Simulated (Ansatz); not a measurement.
**NbAl2Tl3, from a guessed structure to a relaxed one**

Starting from a made-up structure for NbAl2Tl3, the aim is the relaxed cell, its shortest contacts and, where a second run follows, its electronic structure.

Calculated with Ansatz 0.2.0; DFT, PBE, plane-wave PAW, files of the set soft_1, scalar-relativistic, no spin, cell and ions relaxed at zero pressure; PAW set soft_1.

**1. The starting structure**

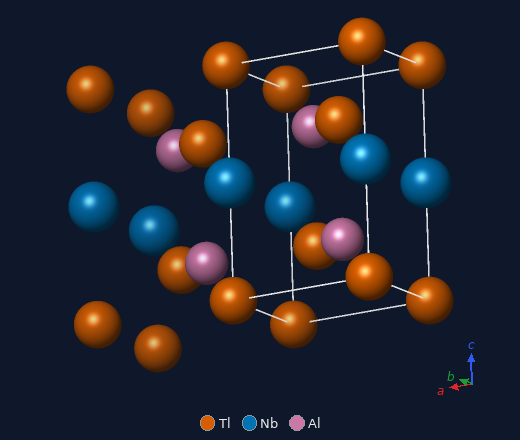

Start, viewed from a free direction; thallium orange, niobium blue, aluminium pink. 2×1×1 cells are drawn. Some periodic images of atoms are drawn too.

As a file:

```cif
data_structure
_symmetry_space_group_name_H-M 'P 1'
_symmetry_Int_Tables_number 1
_cell_length_a 5.1520
_cell_length_b 5.1520
_cell_length_c 6.0850
_cell_angle_alpha 90.000
_cell_angle_beta 90.000
_cell_angle_gamma 120.000
_cell_volume 139.88
loop_
_atom_site_label
_atom_site_type_symbol
_atom_site_fract_x
_atom_site_fract_y
_atom_site_fract_z
_atom_site_occupancy
Tl1 Tl 0.00000 0.00000 0.00000 1
Tl2 Tl 0.66667 0.33333 0.26550 1
Tl3 Tl 0.33333 0.66667 0.73450 1
Nb4 Nb 0.00000 0.00000 0.50000 1
Al5 Al 0.66667 0.33333 0.77360 1
Al6 Al 0.33333 0.66667 0.22640 1
```

**2. Relaxation of the guess**

The guessed cell has no reason to be at equilibrium. It is relaxed with the atoms, within the space group of the guess.

The input, input.yaml:

```yaml
crystal:
  lattice:
    - [5.152, 0.0, 0.0]
    - [-2.576, 4.46176288, 0.0]
    - [0.0, 0.0, 6.085]
  atoms:
    - { symbol: Tl, position: [0.0, 0.0, 0.0] }
    - { symbol: Tl, position: [0.666666667, 0.333333333, 0.2655] }
    - { symbol: Tl, position: [0.333333333, 0.666666667, 0.7345] }
    - { symbol: Nb, position: [0.0, 0.0, 0.5] }
    - { symbol: Al, position: [0.666666667, 0.333333333, 0.7736] }
    - { symbol: Al, position: [0.333333333, 0.666666667, 0.2264] }
kpoints:
  mp_grid: { grid: [6, 6, 5] }
scf:
  occupations: { method: fermi_dirac, width: 0.05 }
hamiltonian:
  xc: pbe
  pseudopotentials: { kind: paw, azcp: { folder: soft_1 } }
relax:
  f_tol: 0.015
  max_steps: 70
  cell: {}
output:
  forces: true
  stress: true
```

On the command line:

```bash
> ansatz run input.yaml --threads 4 --pin off --max-ram 10240MiB --backend cpu --events-out ev --progress --plain --runs-dir out
```

Numbers of over 12 decimals in the logs are rounded to 6 here.

What it wrote:

```text
Engine: ansatz 0.2.0, aarch64-unknown-linux-gnu
Pseudopotentials: kind: paw
Pseudopotential: Tl, paw, valence charge 13, recommended cutoff 420 eV (normal), soft_1/Tl.paw.azcp
Pseudopotential: Nb, paw, valence charge 13, recommended cutoff 420 eV (normal), soft_1/Nb.paw.azcp
Pseudopotential: Al, paw, valence charge 3, recommended cutoff 420 eV (normal), soft_1/Al.paw.azcp
Functional definition: PBE
  parameter kappa = 0.804
  parameter beta = 0.066725
  exchange = pbe_x(kappa = kappa, mu = beta*pi^2/3)
  correlation = pbe_c(beta = beta)
Crystal: 6 atoms, lattice volume = 139.876 Å³
Basis set: ecut = 420 eV, 2739 PW (Γ), exchange–correlation on 72×72×90 points (8 copies of the dense FFT grid, shifted against one another)
Bands: 35, of which v1, the nominal top of the filled ones, is band 29 counted from 1 (28 counted from 0)
Symmetry: 12 space group operations
Space group: P-3m1 (ITA 164), of the structure as read, at distance tolerance 5.2e-5 Å
k-points: 27 of 180
Non-local potential: Tl, projectors of the file, l = 0: 2, l = 1: 2, l = 2: 2, l = 3: 1
Non-local potential: Nb, projectors of the file, l = 0: 3, l = 1: 2, l = 2: 2, l = 3: 1
Non-local potential: Al, projectors of the file, l = 0: 2, l = 1: 2, l = 2: 1
PAW form: soft (Blöchl's): semilocal exchange-correlation on the pseudo side does not see the compensation charge
PAW one-centre angular grid: Tl, 590 points (default); XC on 64 Gauss nodes
PAW one-centre angular grid: Nb, 590 points (default); XC on 64 Gauss nodes
PAW one-centre angular grid: Al, 110 points (default); XC on 64 Gauss nodes
Initial density: superposition of atomic densities (chi_scale 0.1, normalization cell, long waves kept (reshape's long-wave potential 0.00 eV rms))
Initial wavefunctions: pseudopotential atomic-orbital guess
Functional: x = pbe(κ = 0.804, μ = 0.219515), c = pbe(β = 0.066725)
SCF iter   1: F=—  HF=-39964.444611 eV  |F-HF|=—  |Δ(HF+E_count)|=         —  Δρ=4.81e-2  dr2=7.66e0  ethr=3.10e-3  ⟨swp⟩=6.7  Hψ=3997  notcnv=0
preconditioner: auto → Kerker (q_TF=auto, 2.356 Å⁻¹)  [metal: Δε(μ)=0.006 eV  Ē_g=9.756 eV  σ=0.050 eV  W_gap=0.03  n_scr=22 (ndim 8)  ℏωp=22.2 eV  f_vac=0.000  D(μ)=4.88/eV (n_scr^D=40)]
SCF iter   2: F=—  HF=-39963.483683 eV  |F-HF|=—  |Δ(HF+E_count)|=   9.61e-1  Δρ=2.41e-2  dr2=1.63e0  ethr=3.10e-3  ⟨swp⟩=2.8  Hψ=1755  notcnv=0
SCF iter   3: F=—  HF=-39963.271006 eV  |F-HF|=—  |Δ(HF+E_count)|=   2.13e-1  Δρ=6.51e-3  dr2=1.62e-1  ethr=2.82e-3  ⟨swp⟩=2.1  Hψ=1300  notcnv=0
SCF iter   4: F=—  HF=-39963.266623 eV  |F-HF|=—  |Δ(HF+E_count)|=   4.38e-3  Δρ=5.46e-3  dr2=8.64e-2  ethr=2.79e-4  ⟨swp⟩=2.2  Hψ=1283  notcnv=0
SCF iter   5: F=—  HF=-39963.259375 eV  |F-HF|=—  |Δ(HF+E_count)|=   7.25e-3  Δρ=2.85e-3  dr2=2.78e-2  ethr=1.49e-4  ⟨swp⟩=1.1  Hψ=1027  notcnv=0
SCF iter   6: F=—  HF=-39963.256689 eV  |F-HF|=—  |Δ(HF+E_count)|=   2.69e-3  Δρ=8.11e-4  dr2=2.21e-3  ethr=4.79e-5  ⟨swp⟩=1.7  Hψ=991  notcnv=0
SCF iter   7: F=—  HF=-39963.256485 eV  |F-HF|=—  |Δ(HF+E_count)|=   2.04e-4  Δρ=3.82e-5  dr2=3.21e-6  ethr=3.80e-6  ⟨swp⟩=1.9  Hψ=1033  notcnv=0
SCF iter   8: F=—  HF=-39963.256497 eV  |F-HF|=—  |Δ(HF+E_count)|=   1.21e-5  Δρ=1.27e-5  dr2=3.76e-7  ethr=5.53e-9  ⟨swp⟩=2.0  Hψ=1754  notcnv=0
SCF iter   9: F=-39963.256497 eV  HF=-39963.256497 eV  |F-HF|=2.50e-8  |Δ(HF+E_count)|=   7.97e-9  Δρ=3.13e-6  dr2=3.31e-8  ethr=1.72e-10  ⟨swp⟩=4.0  Hψ=2891  notcnv=0
SCF 1 converged in 9 iterations: F = -39963.256497 eV  dr2 = 3.31e-8
  greatest PAW one-centre occupation: 0.998 electrons in one spin orbital (limit 2), on the Nb atom at site 3 (counted from 0), in its partial waves of l = 0
relax step   1: F+E_penalty+E_count = -39963.25649687 eV  Δ(F+E_penalty+E_count) = +0.000e0 eV  max|allowed force component| = 6.326e-1 eV/Å  Δτ_max = 0.0000 Å  P = -3.150 GPa  Ω = 139.876 Å³  (9 SCF iters, dr2 threshold 1.00e-7 eV, accepted)
[... from here on, the SCF cycles and remarks between the steps are left out ...]
relax step   2: F+E_penalty+E_count = -39963.44408221 eV  Δ(F+E_penalty+E_count) = -1.876e-1 eV  max|allowed force component| = 5.152e-1 eV/Å  Δτ_max = 0.1498 Å  P = +2.327 GPa  Ω = 129.626 Å³  energy of the carried Pulay correction = +1.334e-3 eV  (7 SCF iters, dr2 threshold 6.00e-7 eV, accepted)
relax step   3: F+E_penalty+E_count = -39963.52008606 eV  Δ(F+E_penalty+E_count) = -7.600e-2 eV  max|allowed force component| = 1.930e-1 eV/Å  Δτ_max = 0.1149 Å  P = -0.335 GPa  Ω = 133.697 Å³  energy of the carried Pulay correction = +7.923e-4 eV  (6 SCF iters, dr2 threshold 6.00e-7 eV, accepted)
relax step   4: F+E_penalty+E_count = -39963.57147555 eV  Δ(F+E_penalty+E_count) = -5.139e-2 eV  max|allowed force component| = 1.422e-1 eV/Å  Δτ_max = 0.1393 Å  P = -0.086 GPa  Ω = 133.599 Å³  energy of the carried Pulay correction = +8.051e-4 eV  (6 SCF iters, dr2 threshold 6.00e-7 eV, accepted)
relax step   5: F+E_penalty+E_count = -39963.61617031 eV  Δ(F+E_penalty+E_count) = -4.469e-2 eV  max|allowed force component| = 7.955e-2 eV/Å  Δτ_max = 0.1939 Å  P = +0.178 GPa  Ω = 133.972 Å³  energy of the carried Pulay correction = +7.562e-4 eV  (6 SCF iters, dr2 threshold 6.00e-7 eV, accepted)
[...]
relax step  19: F+E_penalty+E_count = -39964.14184534 eV  Δ(F+E_penalty+E_count) = -4.578e-5 eV  max|allowed force component| = 2.482e-3 eV/Å  Δτ_max = 0.0018 Å  P = -0.009 GPa  Ω = 145.441 Å³  energy of the carried Pulay correction = -6.843e-4 eV  (6 SCF iters, dr2 threshold 2.24e-8 eV, accepted)
relax step  20: F+E_penalty+E_count = -39964.27193449 eV  Δ(F+E_penalty+E_count) = -1.301e-1 eV  max|allowed force component| = 1.534e-2 eV/Å  Δτ_max = 0.0000 Å  P = +1.111 GPa  Ω = 145.441 Å³  stress off target by 3.19e0 GPa  SCF on the basis re-selected at this cell (its energy is not comparable with the rows above)  (8 SCF iters)
relax step  21: F+E_penalty+E_count = -39964.36840430 eV  Δ(F+E_penalty+E_count) = -9.647e-2 eV  max|allowed force component| = 3.537e-2 eV/Å  Δτ_max = 0.0204 Å  P = +0.682 GPa  Ω = 148.072 Å³  energy of the carried Pulay correction = -3.461e-4 eV  (6 SCF iters, dr2 threshold 6.00e-7 eV, accepted)
relax step  22: F+E_penalty+E_count = -39964.43618209 eV  Δ(F+E_penalty+E_count) = -6.778e-2 eV  max|allowed force component| = 4.864e-2 eV/Å  Δτ_max = 0.0221 Å  P = +0.819 GPa  Ω = 149.836 Å³  energy of the carried Pulay correction = -5.956e-4 eV  (6 SCF iters, dr2 threshold 6.00e-7 eV, accepted)
relax step  23: F+E_penalty+E_count = -39964.47968800 eV  Δ(F+E_penalty+E_count) = -4.351e-2 eV  max|allowed force component| = 4.025e-2 eV/Å  Δτ_max = 0.0347 Å  P = +0.161 GPa  Ω = 153.593 Å³  energy of the carried Pulay correction = -1.168e-3 eV  (6 SCF iters, dr2 threshold 6.00e-7 eV, accepted)
relax step  24: F+E_penalty+E_count = -39964.49318221 eV  Δ(F+E_penalty+E_count) = -1.349e-2 eV  max|allowed force component| = 1.952e-2 eV/Å  Δτ_max = 0.0068 Å  P = +0.119 GPa  Ω = 155.299 Å³  energy of the carried Pulay correction = -1.450e-3 eV  (6 SCF iters, dr2 threshold 6.00e-7 eV, accepted)
relax step  25: F+E_penalty+E_count = -39964.49337559 eV  Δ(F+E_penalty+E_count) = -1.934e-4 eV  max|allowed force component| = 7.938e-3 eV/Å  Δτ_max = 0.0035 Å  P = -0.048 GPa  Ω = 155.642 Å³  energy of the carried Pulay correction = -1.508e-3 eV  (6 SCF iters, dr2 threshold 6.09e-8 eV, accepted)
relax step  26: F+E_penalty+E_count = -39964.49345697 eV  Δ(F+E_penalty+E_count) = -8.138e-5 eV  max|allowed force component| = 2.142e-3 eV/Å  Δτ_max = 0.0013 Å  P = -0.007 GPa  Ω = 155.488 Å³  energy of the carried Pulay correction = -1.482e-3 eV  (6 SCF iters, dr2 threshold 6.37e-9 eV, accepted)
relax step  27: F+E_penalty+E_count = -39964.49836276 eV  Δ(F+E_penalty+E_count) = -4.906e-3 eV  max|allowed force component| = 1.827e-3 eV/Å  Δτ_max = 0.0000 Å  P = +0.020 GPa  Ω = 155.488 Å³  stress off target by 9.02e-2 GPa  SCF on the basis re-selected at this cell (its energy is not comparable with the rows above)  (6 SCF iters)
relax step  28: F+E_penalty+E_count = -39964.49853325 eV  Δ(F+E_penalty+E_count) = -1.705e-4 eV  max|allowed force component| = 1.665e-3 eV/Å  Δτ_max = 0.0019 Å  P = +0.001 GPa  Ω = 155.754 Å³  energy of the carried Pulay correction = -2.777e-5 eV  (6 SCF iters, dr2 threshold 2.04e-8 eV, accepted)
relax step  29: F+E_penalty+E_count = -39964.49857010 eV  Δ(F+E_penalty+E_count) = -3.685e-5 eV  max|allowed force component| = 1.675e-3 eV/Å  Δτ_max = 0.0000 Å  P = +0.001 GPa  Ω = 155.754 Å³  stress off target by 2.01e-2 GPa  SCF on the basis re-selected at this cell (its energy is not comparable with the rows above)  (9 SCF iters)
basis re-selected at this cell: Δ(F+E_penalty+E_count) = -3.685e-5 eV, ΔP = +0.000 GPa vs the last step (what re-selecting the basis moved, of the pressure what is left beyond the Pulay correction that the steps carried, after the strain that the cell walked since its last selection, with what the two solves' SCF thresholds leave and, on support functions, any second-order correction that the steps lacked; it is no m [...]
SCF converged after 9 iterations
Free energy (F): -39964.498570 eV
Harris-Foulkes:  -39964.498570 eV  (|F-HF|=7.28e-12)
Internal energy: -39964.462509 eV  (E = F + TS)
E sigma→0 (E₀):  -39964.480540 eV
Entropy (-TS):   -0.036061 eV (-6.010 meV/atom)
Fermi energy:    9.010711 eV
--- Per-component energies (eV) ---
  E_band       = -179.403587
  E_kinetic    = 1213.319023
  E_local      = -3913.810115  (includes V_loc(G=0)·N_el)
  E_nonlocal   = 1062.029641
  E_hartree    = 1464.596952
  E_xc         = -795.671288
  E_vxc        = -624.701595  (∫ρ·V_xc dr)
  E_paw        = -34577.952897  (= ΣΔE_a)
  E_vpaw       = -845.434352  (= ΣTr[D̂ρ^β])
  E_aug_tail   = -0.000094  (compensation charges beyond the density's cutoff)
  E_ewald      = -4416.973732
  E_smearing   = -0.036061  (= −TS)
  E_closure    = -0.000000  (closes the sum)
  Σ components = -39964.498570   (vs F -39964.498570, Δ=0.00e0)
--- Forces (eV/Å), atoms counted from 1 ---
  atom   1  Tl     0.00000000     0.00000000     0.00000000
  atom   2  Tl     0.00000000     0.00000000    -0.00167542
  atom   3  Tl     0.00000000    -0.00000000     0.00167542
  atom   4  Nb     0.00000000     0.00000000     0.00000000
  atom   5  Al     0.00000000     0.00000000     0.00041290
  atom   6  Al     0.00000000    -0.00000000    -0.00041290
  max |Σ_I F_I| component: 1.16e-17 eV/Å
--- Stress (GPa, compression-positive) ---
       -0.008341      -0.000000       0.000000
       -0.000000      -0.008341      -0.000000
        0.000000      -0.000000       0.020131
  P = ⅓ Tr σ = 0.0011 GPa (0.011 kbar)
--- Relaxed structure (26 steps of the walk, 25 accepted, 3 SCFs on fresh bases) ---
  F+E_penalty+E_count = -39964.49857010 eV   max|allowed force component| = 1.675e-3 eV/Å   (the final SCF, on the basis selected at the relaxed cell)
  cell:  # Å, volume = 155.7540 Å³
    - [4.406517, 0, 0]
    - [-2.203259, 3.816156, 0]
    - [0, 0, 9.262276]
  atoms:
    - { symbol: Tl, position: [0, 0, -1.2739598246953744e-18] }
    - { symbol: Tl, position: [0.666667, 0.333333, 0.243562] }
    - { symbol: Tl, position: [0.333333, 0.666667, 0.756438] }
    - { symbol: Nb, position: [0, 0, 0.500000] }
    - { symbol: Al, position: [0.666667, 0.333333, 0.606629] }
    - { symbol: Al, position: [0.333333, 0.666667, 0.393371] }
```

Run time: 44 s. Hardware: 4 threads of Arm Neoverse V2, shared host; peak memory 0.55 GiB; 2.8 min of CPU time.

Relaxation path (22 of 29):

```tsv
step	energy less that of the first step (eV)	largest force component (eV/Å)	pressure (GPa)	volume (Å³)
1	0.0000	0.6326	-3.15	139.88
2	-0.1876	0.5152	2.33	129.63
4	-0.3150	0.1422	-0.09	133.60
5	-0.3597	0.0795	0.18	133.97
6	-0.3792	0.0439	0.78	133.78
8	-0.4106	0.0915	-0.07	136.52
9	-0.4755	0.2976	0.25	137.38
10	-0.5880	0.2360	1.20	137.07
12	-0.6924	0.1637	0.72	143.58
13	-0.7283	0.2497	-0.66	145.49
14	-0.8454	0.0406	-0.34	146.11
16	-0.8703	0.0337	-1.19	148.35
17	-0.8817	0.0830	-0.07	145.55
18	-0.8853	0.0075	0.06	145.26
20*	-1.0154	0.0153	1.11	145.44
21	-1.1119	0.0354	0.68	148.07
22	-1.1797	0.0486	0.82	149.84
24	-1.2367	0.0195	0.12	155.30
25	-1.2369	0.0079	-0.05	155.64
26	-1.2370	0.0021	-0.01	155.49
28	-1.2420	0.0017	0.00	155.75
29*	-1.2421	0.0017	0.00	155.75
```

Relaxation steps marked * repeat the geometry before them on a plane-wave basis chosen anew for their cell, so energy and pressure can jump there. Other such steps can lie between the rows shown. Relaxation step 16 was tried and not accepted.

Forces are held to the 12 operations that the run works with; a distortion that breaks them can't arise in this run.

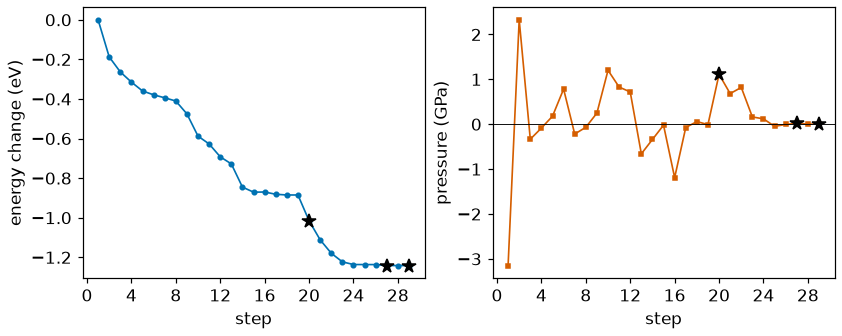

Energy and pressure along the relaxation. Stars mark steps on a basis chosen anew.

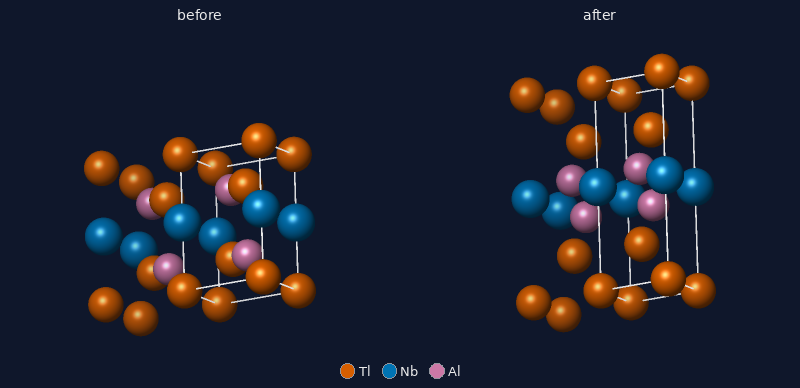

The structure before and after the relaxation, drawn at the same scale.

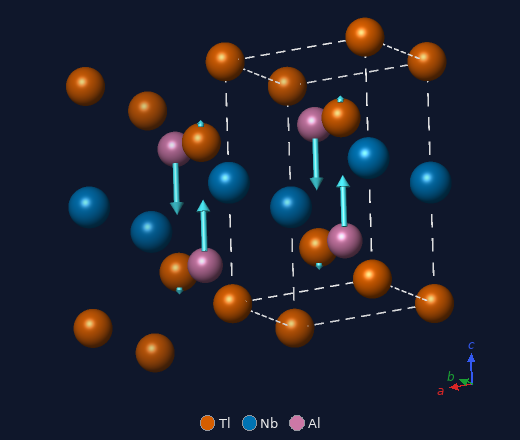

Displacements in the relaxation, scaled, measured against the changing cell; the longest in the cell stands for 1.55 Å. 2×1×1 cells are drawn. Some periodic images of atoms are drawn too.

```tsv
cell as run	before	after	change
a (Å)	5.152	4.407	-14.5 %
b (Å)	5.152	4.407	-14.5 %
c (Å)	6.085	9.262	+52.2 %
volume (Å³/atom)	23.31	25.96	+11.4 %
```

The atoms that moved most (Å, as changes of fractional coordinates times the final cell):

```tsv
atom	dx	dy	dz	length
Al5	0.000	0.000	-1.547	1.547
Al6	0.000	0.000	1.547	1.547
Tl2	0.000	0.000	-0.203	0.203
Tl3	0.000	0.000	0.203	0.203
```

The relaxed structure:

```
Tl Nb Al
1.0
     4.40652    0.00000    0.00000
    -2.20326    3.81616    0.00000
     0.00000    0.00000    9.26228
Tl Nb Al
3 1 2
Direct
  0.00000 0.00000 0.00000
  0.66667 0.33333 0.24356
  0.33333 0.66667 0.75644
  0.00000 0.00000 0.50000
  0.66667 0.33333 0.60663
  0.33333 0.66667 0.39337
```

Numbers from this step:

```
free energy             : -39964.4986 eV
energy at zero smearing : -39964.4805 eV
smearing term TS        : 0.03606 eV
Fermi energy            : 9.011 eV
electrons               : 58
symmetry operations     : 12
pressure                : 0.001150 GPa
```

Shortest distances by pair of elements, guess and relaxed (not always the same contact):

```tsv
pair	guess (Å)	relaxed (Å)
Al–Nb	3.409	2.729
Al–Tl	2.984	2.898
Al–Al	4.055	3.221
Tl–Tl	3.385	3.400
Nb–Tl	3.042	3.481
```

The relaxation ends with a largest force component of 0.0017 eV/Å and a pressure of 0.00 GPa.

**3. What came out**

```
space group, relaxed : P-3m1
conventional cell    : a = 4.407, b = 4.407, c = 9.262 Å; α = 90.0°, β = 90.0°, γ = 120.0°
volume per atom      : 25.96 Å³ (guess 23.31)
```

NbAl2Tl3 relaxes to P-3m1 with a = 4.407, b = 4.407 and c = 9.262 Å. The guessed volume was 10 % too small. The space group P-3m1 was held in the relaxation, so the end point is a stationary structure within it and may be a saddle against distortions or other arrangements. Mesh and cutoff weren't tested. A vector of the cell changed its length by 52 %, so the starting arrangement is largely lost and the mesh was laid for another shape. Spin-orbit coupling is left out, which can matter for elements this heavy. No dispersion term is used, so weakly bound directions may come out too long. The runs have no spin, and magnetism wasn't tested. Nothing here tests whether the compound is stable against decomposition.

[Logs are printed without paths, hosts, clocks, repeated set-up lines and the standing remarks that a program may print on its own settings, such as how far it seeks lower states.]

[Hosts, paths, dates, database ids (printed as entryN), source tags and the programs' standing remarks are cut or masked in the printed files.]
